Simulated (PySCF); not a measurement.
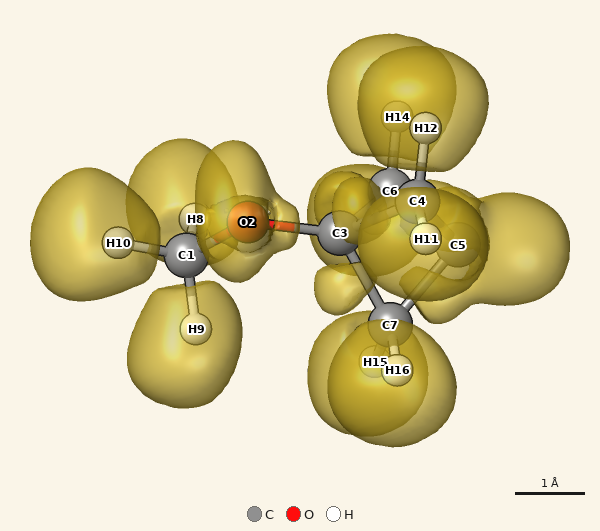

The picture shows: C₆H₉O (SMILES COC12C[C](C1)C2) (doublet). Isosurface of the electron localisation function at 0.75 (yellow), seen at a tilt. Core shells and regions of very low density are left out.

Geometry: GFN2-xTB.

Method: UKS B3LYP, pcH-1 on C H O, non-relativistic, mean-field spin-orbit, GIAO in PySCF 2.14.0, density-fitted response routines.

```yaml
atoms:
  - { symbol: C, position_ang: [2.0619, 0.2572, -0.4437] }
  - { symbol: O, position_ang: [0.7546, 0.3457, -0.9654] }
  - { symbol: C, position_ang: [-0.2467, 0.0583, -0.0456] }
  - { symbol: C, position_ang: [-1.7356, 0.0968, -0.4137] }
  - { symbol: C, position_ang: [-1.5763, -0.2932, 1.0620] }
  - { symbol: C, position_ang: [-0.5466, 0.8252, 1.2628] }
  - { symbol: C, position_ang: [-0.4617, -1.2808, 0.6960] }
  - { symbol: H, position_ang: [2.2135, 0.9742, 0.3702] }
  - { symbol: H, position_ang: [2.2758, -0.7536, -0.0809] }
  - { symbol: H, position_ang: [2.7291, 0.4963, -1.2694] }
  - { symbol: H, position_ang: [-2.0879, -0.6673, -1.0978] }
  - { symbol: H, position_ang: [-2.1591, 1.0712, -0.6306] }
  - { symbol: H, position_ang: [0.1568, 0.7081, 2.0813] }
  - { symbol: H, position_ang: [-0.8964, 1.8474, 1.1640] }
  - { symbol: H, position_ang: [0.2470, -1.5388, 1.4768] }
  - { symbol: H, position_ang: [-0.7360, -2.1377, 0.0900] }
```

### What do the ELF domains correspond to?

The surface consists of three regions between bonded C–C atoms (shared pairs), nine regions around hydrogen nuclei, one region on C in which the atom's valence shell and bonds are merged and one region on O in which the atom's valence shell and bonds are merged. Profiles from the grid: C–O (1.39 Å): the ELF peaks at about 0.85 between the atoms; a shared but strongly polarised pair. C–C (1.53 Å): the ELF peaks at about 0.95 between the atoms, as expected for localised, covalent bonding.
